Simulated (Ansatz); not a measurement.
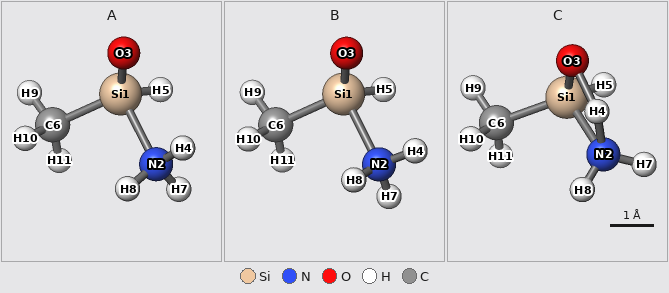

3 geometries from a converged minimum-energy path of CH$_{7}$NOSi, shuffled. A ball-and-stick model, seen from a free direction.

All numbers below come from Ansatz 0.2.0, RKS B3LYP/def2-mTZVP. Set-up: 7 movable images; climbing image; force threshold 0.05 eV/Å; iteration limit 60; starting path through a guess of the saddle point.

> Which frame is the top of the path?

C. In order along the path, whose images run from 0 to 8: C (image 4, +1.74 eV), A (image 7, +1.19 eV), B (image 8, +1.18 eV). A hydrogen atom shifts from one atom to another. Breaking: O3–H4 (0.96 → 1.38 at the top → 2.83 Å). Forming: N2–H4 (3.08 → 1.25 at the top → 1.02 Å).
